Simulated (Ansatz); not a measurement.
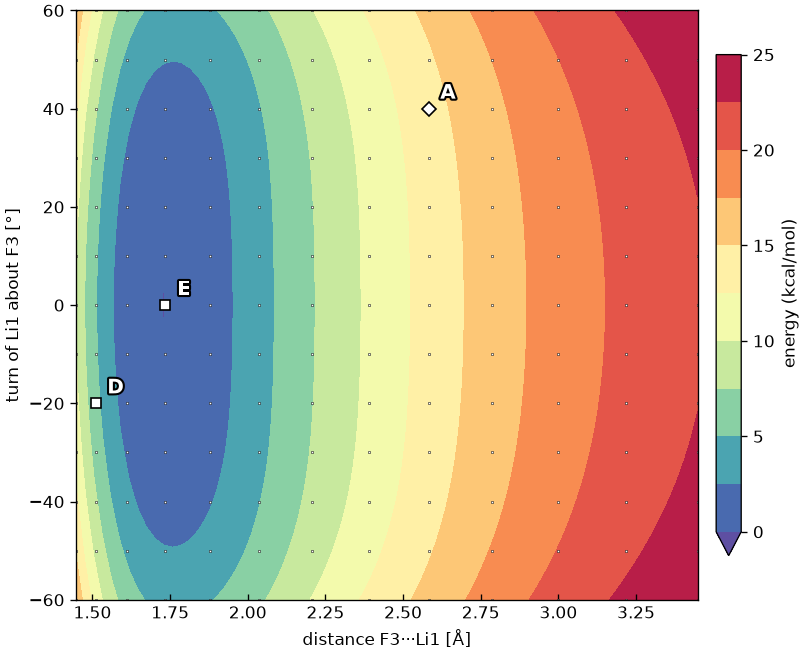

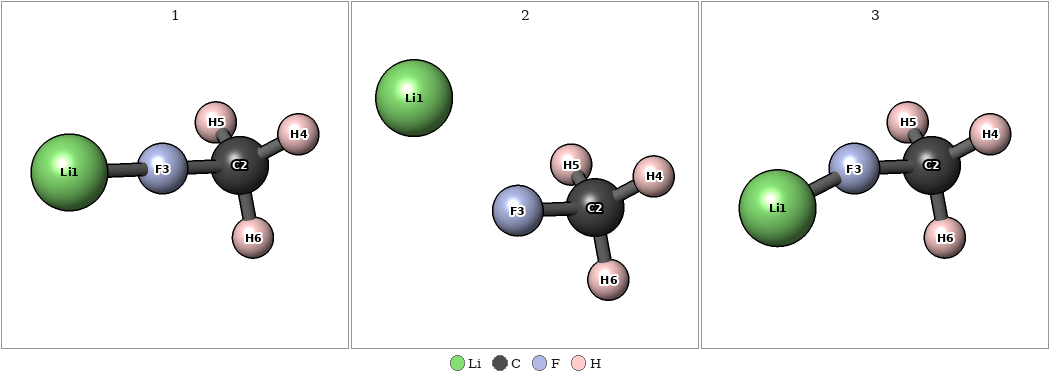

CH₃FLi, charge +1. 
- The turn is about an axis along (−0.87, −0.48, −0.06) in the frame of the relaxed pair, normal to the line between the partners.
- First axis: distance F3···Li1. Second axis: turn of Li1 about F3.
- The scan uses a 13 × 13 grid.
- Energies: kcal/mol, counted from the lowest grid point.
- All numbers below come from RKS BHLYP-D4/def2-TZVPD (Ansatz).

Drawn: filled contours, dots at the grid points, lettered points. Between grid points the surface is interpolated. The numbered pictures are the structures at these points, in random order.

Which structure belongs to which point?

A is structure 2: distance F3···Li1 = 2.582 Å, turn of Li1 about F3 = 40°, 14.0 kcal/mol; D is structure 3: distance F3···Li1 = 1.510 Å, turn of Li1 about F3 = −20°, 5.8 kcal/mol; E is structure 1: distance F3···Li1 = 1.735 Å, turn of Li1 about F3 = 0°, 0.0 kcal/mol.
